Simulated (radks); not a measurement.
**Excited configurations of Sn⁴⁸⁺**

Aim: excitation energies and quantum defects of the outer electron of Sn⁴⁸⁺, by total-energy differences.

Program: radks (a radial shooting solver on a logarithmic mesh, Libxc functionals) version 1. Level of theory: scalar-relativistic Kohn-Sham, PBEsol, spin-polarised, spherical densities, finite nucleus; open shells are filled with parallel spins first. These are calculated values, not measurements, unless marked.

## 1. What is computed

- element: tin (Z = 50)
- charge: +48
- electrons: 2
- configuration: [He]
- nuclear rms radius: 4.6519 fm

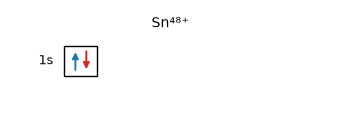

Occupation of the outer shells (arrows by Hund's rule).

In the logs a row gives level, spin channel, occupation and eigenvalue; Etot, Ekin, Encl (electron-nucleus), Eh (Hartree) and Exc are energies, all in hartree; err is the last residual, it the number of iterations.

## 2. Ground configuration: [He]

Settings of this run:

```text
Z 50
configuration [He]
relativity scalar-relativistic
functional pbe_sol,pbe_sol
spin polarised
nucleus finite rms 4.6519 fm
c 137.035999084
```

Standard output:

```text
1s      1   1.0000       -1249.01276625
1s      2   1.0000       -1249.01276625
Etot -2554.432588839726
Ekin 2741.2884040770073
Encl -5330.243801830774
Eh 65.29306717690172
Exc -30.77025826286131
err 2.2944919010346294e-09
it 13
```

1s is the highest filled level (-33987 eV).

Radial moments (bohr):

| level | occupation | energy (eV) | <r> | outermost maximum (interpolated) | 90 % within | nodes |
| --- | --- | --- | --- | --- | --- | --- |
| 1s | 2 | -33987 | 0.02888 | 0.0187 | 0.0518 | 0 |

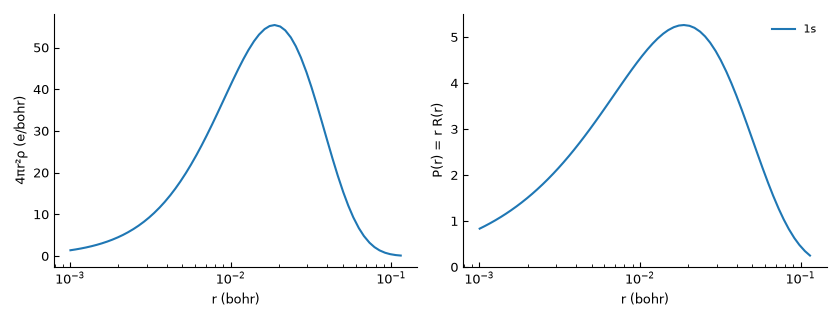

Left: shells in the radial density. Right: radial functions of the outer levels.

## 3. The ion: 1s1

Changes since step 2:

```diff
@@ -1,3 +1,3 @@
 Z 50
-configuration [He]
+configuration 1s1
 relativity scalar-relativistic
```

Standard output:

```text
1s      1   1.0000       -1281.60012101
Etot -1293.582098951432
Ekin 1389.1705398669185
Encl -2683.7237989564137
Eh 16.450265729255804
Exc -15.479105591192663
err 7.668450888741595e-10
it 13
```

Energy against step 2 (ground configuration: [He]): +34309.5 eV. 1s up is the highest filled level (-34874 eV).

## 4. Outer electron in 3p: 1s1 3p1

Changes since step 3:

```diff
@@ -1,3 +1,3 @@
 Z 50
-configuration 1s1
+configuration 1s1 3p1
 relativity scalar-relativistic
```

Standard output:

```text
1s      1   1.0000       -1276.30903699
3p      1   1.0000        -135.10673105
Etot -1430.0383481558283
Ekin 1528.582343440593
Encl -2964.5660860741623
Eh 23.762806470342376
Exc -17.81741199260128
err 4.391121618011242e-09
it 13
```

Energy against step 2 (ground configuration: [He]): +30596.3 eV. 3p up is the highest filled level (-3676.4 eV).

## 5. Outer electron in 4p: 1s1 4p1

Changes since step 4:

```diff
@@ -1,3 +1,3 @@
 Z 50
-configuration 1s1 3p1
+configuration 1s1 4p1
 relativity scalar-relativistic
```

Standard output:

```text
1s      1   1.0000       -1278.59087031
4p      1   1.0000         -75.89422547
Etot -1370.1690292329738
Ekin 1467.1032768270757
Encl -2841.009399164415
Eh 20.522739487629806
Exc -16.78564638326447
err 7.021116660019152e-09
it 13
```

E − E(step 2, ground configuration: [He]) = +32225.5 eV. Highest occupied level: 4p up at -2065.2 eV.

## 6. Outer electron in 4f: 1s1 4f1

Changes since step 5:

```diff
@@ -1,3 +1,3 @@
 Z 50
-configuration 1s1 4p1
+configuration 1s1 4f1
 relativity scalar-relativistic
```

Standard output:

```text
1s      1   1.0000       -1278.52196565
4f      1   1.0000         -74.36616030
Etot -1368.830025732957
Ekin 1464.7937089567529
Encl -2837.6939172958937
Eh 20.7669428459228
Exc -16.696760239738964
err 6.604308558808937e-09
it 13
```

E − E(step 2, ground configuration: [He]) = +32261.9 eV. Highest occupied level: 4f up at -2023.6 eV.

## 7. Outer electron in 5d: 1s1 5d1

Changes since step 6:

```diff
@@ -1,3 +1,3 @@
 Z 50
-configuration 1s1 4f1
+configuration 1s1 5d1
 relativity scalar-relativistic
```

Standard output:

```text
1s      1   1.0000       -1279.63665653
5d      1   1.0000         -48.02083160
Etot -1342.052324743736
Ekin 1438.0060364141757
Encl -2782.873907459495
Eh 19.074783673399025
Exc -16.2592373718158
err 6.292501596779063e-09
it 13
```

E − E(step 2, ground configuration: [He]) = +32990.5 eV. Highest occupied level: 5d up at -1306.7 eV.

## 8. Outer electron in 7s: 1s1 7s1

Changes since step 7:

```diff
@@ -1,3 +1,3 @@
 Z 50
-configuration 1s1 5d1
+configuration 1s1 7s1
 relativity scalar-relativistic
```

Standard output:

```text
1s      1   1.0000       -1280.63318727
7s      1   1.0000         -24.90131393
Etot -1318.6831445678333
Ekin 1414.7416063816108
Encl -2735.2507249417395
Eh 17.736176653020124
Exc -15.910202660724725
err 5.348474541796015e-09
it 13
```

Energy against step 2 (ground configuration: [He]): +33626.5 eV. 7s up is the highest filled level (-677.60 eV).

## 9. What came out

| outer orbital | excitation (eV) | binding (eV) | n* | quantum defect | <r> (bohr) |
| --- | --- | --- | --- | --- | --- |
| 3p | 30596 | 3713.2 | 2.966 | 0.034 | 0.2488 |
| 4p | 32225 | 2084.0 | 3.959 | 0.041 | 0.4594 |
| 4f | 32262 | 2047.6 | 3.994 | 0.006 | 0.3654 |
| 5d | 32991 | 1318.9 | 4.977 | 0.023 | 0.6972 |
| 7s | 33626 | 683.03 | 6.916 | 0.084 | 1.466 |

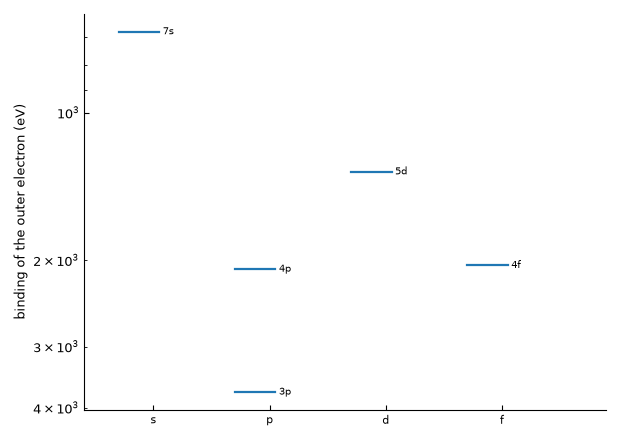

Term scheme by angular momentum, binding on a logarithmic scale.

In words: Binding is E(ion) − E, and n* = 49/√(2·binding) in atomic units. The Δ-SCF energy to the ion that was run is 34309 eV (NIST's first ionisation energy, to the ion's ground state: 34257.1 eV, theoretical). Mean quantum defects: p 0.04, f 0.01, d 0.02, s 0.08. At this charge relativity makes much of them. Self-interaction in the functional shifts them, so they are the method's values and not measured ones.
